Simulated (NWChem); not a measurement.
# M06-2X/def2-TZVPPD (core potential) run of SnO (tin(ii) oxide)

What is the vertical electron affinity of SnO (tin(ii) oxide) at M06-2X/def2-TZVPPD (core potential)? 

The calculation is run with NWChem 7.3.0.

4 further runs of the same task are left out: 1 that didn't finish, 3 set aside as unsound or not needed.

### Step 1. The system as given

The species is SnO (2 atoms), meant as a singlet with charge 0. As SMILES, `[O]=[Sn]`. The shape is that of a PBE0-D4/def2-TZVP optimisation.

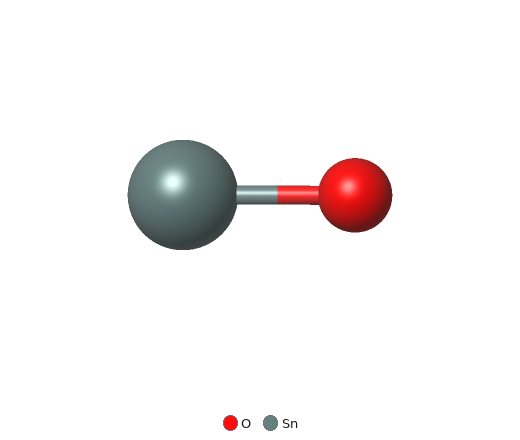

The structure, seen from a chosen angle (oxygen red, tin teal).

### Step 2. Energy and gradient at M06-2X/def2-TZVPPD (core potential)

osn.nw

```
start osn
title "tin(ii) oxide"
memory stack 880 mb heap 220 mb global 1100 mb

geometry units angstrom noautosym nocenter noautoz
 O     0.000000    0.000000   -0.007080
 Sn    0.000000    0.000000    1.810660
end

basis spherical bse
 * library def2-TZVPPD
end

ecp bse
 Sn library def2-TZVPPD
end

dft
 xc m06-2x
 grid fine
 convergence energy 1e-08
 maxiter 100
 mulliken
 print medium
end

task dft gradient
```

Command:

```
$ nwchem osn.nw > osn.out
```

The program printed:

```text
[...]
          Wavefunction type:  closed shell.
          No. of atoms     :     2
          No. of electrons :    30
[...]
          Charge           :     0
          Spin multiplicity:     1
[...]
          AO basis - number of functions:    96
[...]
              XC Information
              --------------
                       M06-2X Method XC Functional
                     Hartree-Fock (Exact) Exchange  0.540
                        M06-2X Exchange Functional  1.000
                      M06-2X Correlation Potential  1.000
[...]
 d= 0,ls=0.0,diis     1   -289.2301875200 -3.40D+02  2.96D-02  1.58D+00     1.9
[...]
 d= 0,ls=0.0,diis    10   -289.4486651390 -2.97D-09  1.21D-06  1.70D-09    13.7
         Total DFT energy =     -289.448665138978
      One electron energy =     -582.479124494401
           Coulomb energy =      268.326777704273
    Exchange-Corr. energy =      -26.533126596425
 Nuclear repulsion energy =       51.236808247575
[...]
      Total Density - Mulliken Population Analysis
     ---------------------------------------------
    Atom       Charge   Shell Charges
 -----------   ------   -------------------------------------------------------
    1 O    8     8.84   0.79  1.18  0.62  0.90  0.44  0.01  1.79  1.86  1.12  0.10  0.00  0.01  0.01  0.00
    2 Sn  22    21.16   0.29 -0.78  1.56  0.94  1.06  0.76  0.03 -0.40  6.35  0.53  0.63  0.07  8.92  1.09  0.07 -0.00  0.01  0.04
[...]
  wavefunction    = closed shell
                         DFT ENERGY GRADIENTS
    atom               coordinates                        gradient
                 x          y          z           x          y          z
   1 O       0.000000   0.000000  -0.013379   -0.000000  -0.000000  -0.001004
   2 Sn      0.000000   0.000000   3.421651    0.000000   0.000000   0.001004
[...]
```

Run time: 22 s. Hardware: 1 thread of AMD EPYC 9R45 (Zen 5), shared host; peak memory 0.13 GiB.

### Step 3. The doublet anion: the energy at UM06-2X/def2-TZVPPD (core potential)

run.nw

```
START run
TITLE "tin(ii) oxide"
memory 2200 mb
charge -1

GEOMETRY noautosym nocenter noautoz
 O        0.000000       0.000000      -0.007080
 Sn       0.000000       0.000000       1.810660
END

BASIS spherical bse
 O library def2-TZVPPD
 Sn library def2-TZVPPD
END

ECP bse
 Sn library def2-TZVPPD
END

DFT
 xc m06-2x
 mult 2
 grid fine
 convergence energy 1e-08
 iterations 100
 mulliken
 noprint "final vectors analysis"
END

TASK dft
```

Command:

```
$ nwchem run.nw > run.out
```

The program printed:

```text
[...]
          Wavefunction type:  spin polarized.
          No. of atoms     :     2
          No. of electrons :    31
[...]
          Charge           :    -1
          Spin multiplicity:     2
[...]
          AO basis - number of functions:    96
[...]
              XC Information
              --------------
                       M06-2X Method XC Functional
                     Hartree-Fock (Exact) Exchange  0.540
                        M06-2X Exchange Functional  1.000
                      M06-2X Correlation Potential  1.000
[...]
 d= 0,ls=0.0,diis     1   -289.1418658567 -3.40D+02  4.67D-01  5.79D-01     2.3
[...]
 d= 0,ls=0.5,diis    25   -289.4673958931 -7.58D-09  5.91D-07  3.01D-09    41.1
[...]
         Total DFT energy =     -289.467395896683
      One electron energy =     -589.454232716173
           Coulomb energy =      275.487999093782
    Exchange-Corr. energy =      -26.737970521866
 Nuclear repulsion energy =       51.236808247575
[...]
      Total Density - Mulliken Population Analysis
     ---------------------------------------------
    Atom       Charge   Shell Charges
 -----------   ------   -------------------------------------------------------
    1 O    8     8.95   0.79  1.18  0.61  0.89  0.46  0.03  1.80  1.88  1.17  0.12  0.00  0.01 -0.00  0.00
    2 Sn  22    22.05   0.29 -0.77  1.55  0.94  0.97  0.75  0.17 -0.40  6.35  0.60  0.80  0.65  8.91  1.09  0.08  0.02  0.01  0.04
[...]
      <S2> =      0.7599 (Exact =     0.7500)
[...]
```

It took 44 s on 1 thread of AMD EPYC 9R45 (Zen 5), shared host; peak memory 0.12 GiB.

### Step 4. Summary of results

Level: M06-2X/def2-TZVPPD (core potential).

| quantity | value |
| --- | --- |
| singlet SnO: total energy | -289.44867 Eh |
| singlet SnO: dipole moment | 4.76 D |
| singlet SnO: HOMO energy | -8.86 eV |
| singlet SnO: LUMO energy | -1.50 eV |
| singlet SnO: HOMO–LUMO gap | 7.36 eV |
| singlet SnO: largest force on an atom | 0.052 eV/Å |
| doublet anion: total energy | -289.46740 Eh |
| doublet anion: ⟨S²⟩ | 0.760 |
| vertical electron affinity (to the doublet anion) | 0.510 eV |

In words: At fixed nuclei the extra electron is bound by 0.51 eV (49.2 kJ/mol).
